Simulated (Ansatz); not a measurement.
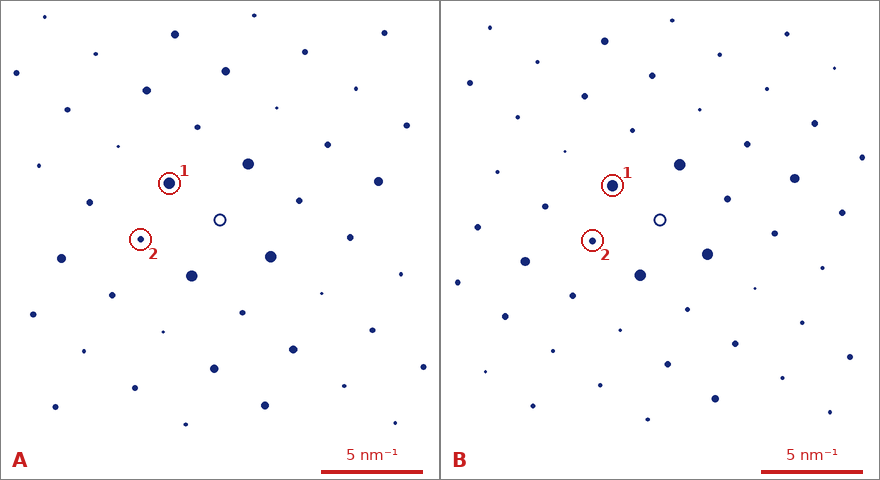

Kinematic electron diffraction patterns (200 kV, B = 0.5 Å², same scale) along [111] of the run's own cell, for the start and the end of one relaxation of Cl with DFT, PAW plane waves, pbe (Ansatz 0.2.0). k mesh 8×8×4. The start is a generated model structure, and the relaxation ends in the nearest stationary point of its symmetry, not necessarily the ground state. Spot 1 is -1 0 1 and spot 2 is -1 -1 2 in both.

Start structure:

```yaml
crystal:
  lattice:
    - [3.10687, 2.11574, 0.00000]
    - [3.10687, -2.11574, 0.00000]
    - [0.00000, 0.00000, -8.19440]
  atoms:
    - { symbol: Cl, position: [0.13810, 0.86190, 0.88910] }
    - { symbol: Cl, position: [0.36190, 0.63810, 0.38910] }
    - { symbol: Cl, position: [0.86190, 0.13810, 0.11090] }
    - { symbol: Cl, position: [0.63810, 0.36190, 0.61090] }
```

### Which pattern belongs to the start structure, and which to the relaxed one?

A is the start: its cell gives d(1) = 3.217 Å, d(2) = 2.476 Å and an angle of 49.5°. B is the relaxed structure, with d(1) = 3.447 Å (+7.2 %), d(2) = 2.863 Å (+15.6 %) and 53.0°.

### Name reflections whose intensity changes strongly on relaxation.

1 -2 1 goes from 28 to 8.3 % of the strongest spot.

### What did the relaxation do to the structure and the energy?

The volume changed by +31.5 % to 35.42 Å³ an atom; with the mean shift removed, the atoms moved by up to 0.11 Å relative to the cell (Cl most); the space group stayed Cmce (No. 64); the free energy fell by 84 meV an atom. Relaxed cell: a = 4.497 Å, b = 4.497 Å, c = 8.319 Å, α = 90.00°, β = 90.00°, γ = 57.36°.
